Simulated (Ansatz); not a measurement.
**MP2/aug-cc-pVDZ run of [NO3]− (nitrate)**

What is the energy change on altering one bond length of [NO3]− (nitrate) at MP2/aug-cc-pVDZ? 

The calculation is run with Ansatz 0.2.0.

## Step 1: Starting point

[NO3]− has 4 atoms, charge -1, and is taken as a singlet. As SMILES, `O=[N+]([O-])[O-]`. The shape is that of a PBE0-D4/def2-TZVPD optimisation.

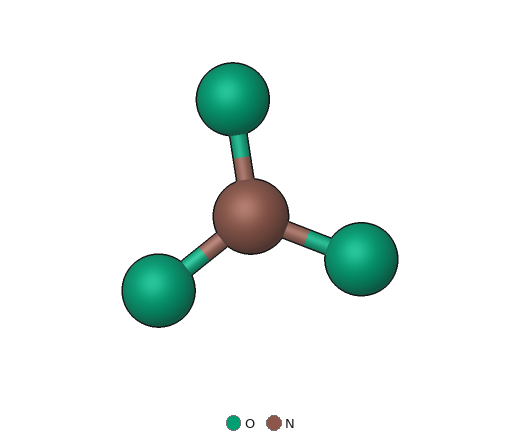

Viewed from a chosen angle; oxygen teal, nitrogen brown.

## Step 2: The energy at MP2/aug-cc-pVDZ

Input file input.yaml:

```yaml
crystal:
  periodic: [false, false, false]
  atoms:
    - {symbol: O, position_ang: [0.296520, 0.524040, 1.091530]}
    - {symbol: N, position_ang: [0.000000, 0.000000, -0.000000]}
    - {symbol: O, position_ang: [0.470440, -1.113360, -0.305120]}
    - {symbol: O, position_ang: [-0.766950, 0.589330, -0.786420]}
basis:
  gaussian:
    orbitals: aug-cc-pVDZ
total_charge: -1
correlation:
  method: mp2
  frozen_orbitals: {"N": 1, O: 1}
accuracy: high
```

On the command line:

```bash
$ ansatz run input.yaml --threads 1 --pin off --max-ram 3480MiB --events-out events.jsonl --progress --plain --runs-dir runs
```

What it wrote:

```text
Warning: RAYON_NUM_THREADS=1 ignored (pool sized by the plan → 1); use --threads N
Functional definition: HF
  name "HF"
  exchange = exact_x
  correlation = 0
1802 factors; integrals over basis functions are off by at most 2.7e-9 eV
mean field evaluation 1: about -7584.3075 eV, gradient 6.2e1 eV
mean field evaluation 2: about -7584.3096 eV, gradient 6.2e1 eV
mean field evaluation 4: about -7591.2723 eV, gradient 3.7e0 eV
mean field evaluation 8: about -7591.3166 eV, gradient 7.5e-2 eV
mean field -7591.31665315 eV, -278.9757414240 hartree, gradient 1.3e-8 eV, S^2 0.000000; 0 other end points of the search recorded, 0 dependent functions left out
4 core orbitals not correlated: weight in the atoms' cores, before any rotation towards them, 1.000 or more for the frozen orbitals, at most 0.000 for the correlated occupied ones
reference -7591.31665315 eV, -278.9757414240 hartree; 12, 12 occupied and 76, 76 virtual orbitals, 1802 factors
second order -21.33690850 eV of doubles, -0.00000000 eV of singles
Total energy: -7612.65356165 eV, -279.7598583486 hartree
```

Run time: 2.1 s. Hardware: 1 thread of Arm Neoverse V2, shared host; peak memory 0.22 GiB.

## Step 3: The distorted shape, same level

Input file input.yaml:

```yaml
crystal:
  periodic: [false, false, false]
  atoms:
    - {symbol: O, position_ang: [0.910107, 0.052555, 1.720694]}
    - {symbol: "N", position_ang: [0.613587, -0.471485, 0.629164]}
    - {symbol: O, position_ang: [1.084027, -1.584845, 0.324044]}
    - {symbol: O, position_ang: [-0.766950, 0.589330, -0.786420]}
basis:
  gaussian:
    orbitals: aug-cc-pVDZ
total_charge: -1
correlation:
  method: mp2
  frozen_orbitals: {"N": 1, O: 1}
accuracy: high
```

On the command line:

```bash
$ ansatz run input.yaml --threads 1 --pin off --max-ram 3480MiB --events-out events.jsonl --progress --plain --runs-dir runs
```

What it wrote (excerpt; [...] marks lines left out):

```text
Warning: RAYON_NUM_THREADS=1 ignored (pool sized by the plan → 1); use --threads N
[... 2 set-up lines as earlier in the session ...]
[...]
1802 factors; integrals over basis functions are off by at most 2.6e-9 eV
[...]
mean field -7587.31278626 eV, -278.8286020299 hartree, gradient 1.6e-8 eV, S^2 0.000000; 8 other end points of the search recorded, 0 dependent functions left out; unrestricted orbitals would lower it
[...]
unrestricted determinant -7588.71003971 eV, -278.8799501470 hartree, S^2 0.9692
4 core orbitals not correlated: weight in the atoms' cores, before any rotation towards them, 1.000 or more for the frozen orbitals, at most 0.000 for the correlated occupied ones
reference -7587.31278626 eV, -278.8286020299 hartree; 12, 12 occupied and 76, 76 virtual orbitals, 1802 factors
second order -20.49713700 eV of doubles, -0.00000000 eV of singles
Total energy: -7607.80992327 eV, -279.5818579213 hartree
```

It took 9.6 s on 1 thread of Arm Neoverse V2, shared host; peak memory 0.26 GiB.

## Step 4: What came out

Level: MP2/aug-cc-pVDZ, 4 core orbitals frozen.

```
                                                         quantity          value
                                        first shape: total energy  -279.75986 Eh
         first shape: correlation energy (4 core orbitals frozen)     -784.1 mEh
                                    distorted shape: total energy  -279.58186 Eh
     distorted shape: correlation energy (4 core orbitals frozen)     -753.3 mEh
energy change with the N2–O4 bond stretched from 1.247 to 2.244 Å       4.844 eV
```

In words: With the N2–O4 bond stretched from 1.247 to 2.244 Å the energy rises by 4.84 eV (112 kcal/mol). The first shape isn't relaxed at this level, so the change isn't measured from a minimum. The restricted solution (distorted shape) is unstable to spin breaking: an unrestricted one lies lower.
